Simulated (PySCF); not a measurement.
SMILES C[O][SnH2][O]C (C₂H₈O₂Sn) at its B3LYP/def2-SVP optimised geometry (Å):

```
13

Sn    -1.6091     0.0936     0.0000
O      0.3876     0.0936     0.0000
C      1.1450    -1.0911    -0.0580
O     -2.2597    -0.7727     1.6774
C     -2.0409    -0.2136     2.9505
H     -2.2046    -0.9384    -1.2315
H     -2.0013     1.7617     0.0000
H      2.2046    -0.8238    -0.2185
H      1.0896    -1.6818     0.8777
H      0.8470    -1.7617    -0.8905
H     -2.3722     0.8428     3.0276
H     -0.9772    -0.2495     3.2584
H     -2.6198    -0.7915     3.6926
```

Calculation: B3LYP/def2-TZVP, def2 effective core potentials past Kr (PySCF 2.14.0). The core electrons that the potentials of Sn replace are not part of the density. Cells within 0.4 Å of a nucleus heavier than hydrogen are left out (blank, or x).

Map of the HOMO amplitude (bohr^(-3/2)) on the plane z = 0.0 Å; orbital energy -7.35 eV, overall sign arbitrary:

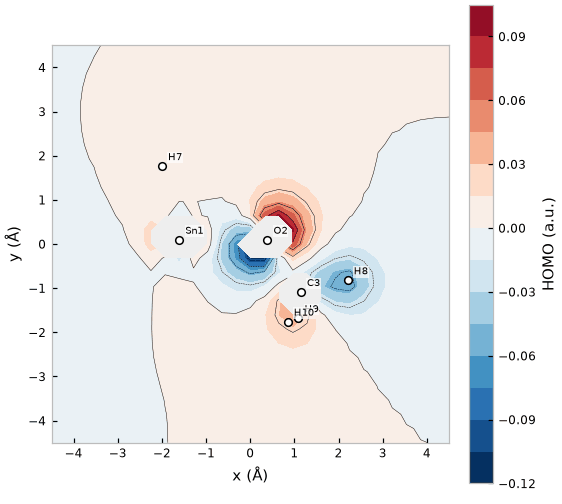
Fig. 1. HOMO amplitude (bohr^(-3/2)) on the plane z = 0.0 Å.
